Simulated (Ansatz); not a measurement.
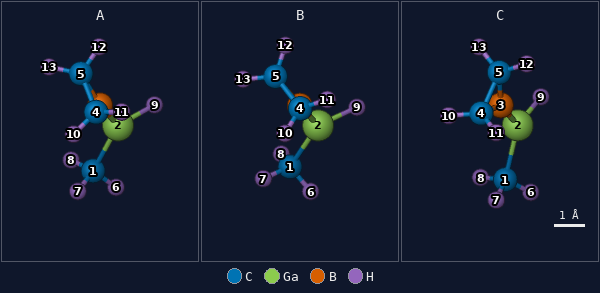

3 geometries from a converged minimum-energy path of C3H8BGa, shuffled. A ball-and-stick model, seen from a free direction.

These are results of Ansatz 0.2.0, RKS B3LYP/def2-SVP, not measurements. Settings: 5 movable images; climbing image; force threshold 0.05 eV/Å; iteration limit 60; starting path through a guess of the saddle point.

> Which of them lies highest in energy?

C. In order along the path, whose images run from 0 to 6: C (image 3, +0.290 eV), A (image 5, +0.041 eV), B (image 6, 0.000 eV). The motion is a rotation about the Ga2–B3 bond by about 180°. No bond forms or breaks between the ends.
